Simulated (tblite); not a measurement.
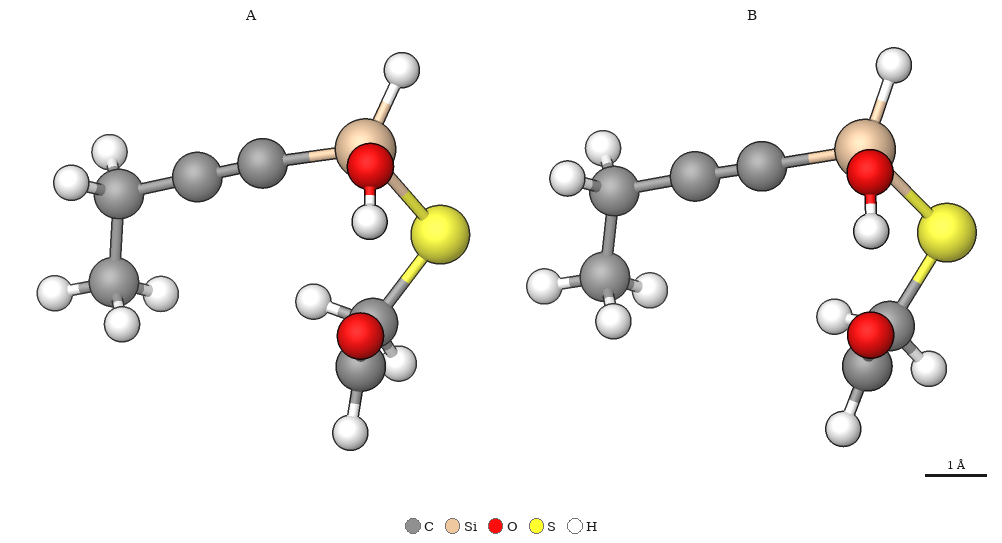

Two geometries of C$_{6}$H$_{10}$O$_{2}$SSi, drawn at one scale. One is the start of a relaxation, the other its converged end. A ball-and-stick model, seen at a tilt.

Level of theory: tblite 0.8.0, GFN2-xTB geometry optimisation, gas phase. 

Question: Which of the two is the end point?

Answer: Structure A is the relaxed one. Over 83 geometry steps the energy falls by 19.9 kJ/mol. The atom that moves furthest after the best rigid fit is an H atom (0.54 Å). By element the largest moves are H 0.54 Å, C 0.26 Å, O 0.17 Å, S 0.14 Å, Si 0.05 Å. Among the contacts that change: O–Si 1.654 → 1.611 Å, C–O 1.236 → 1.201 Å, H–Si 1.478 → 1.445 Å, S–Si 2.159 → 2.188 Å. Among the angles between lasting bonds that change: O–Si–S 105.8° → 111.8°, Si–O–H 113.6° → 119.4°, S–Si–H 109.1° → 105.1°. Groups turn about C–C by about 20°.
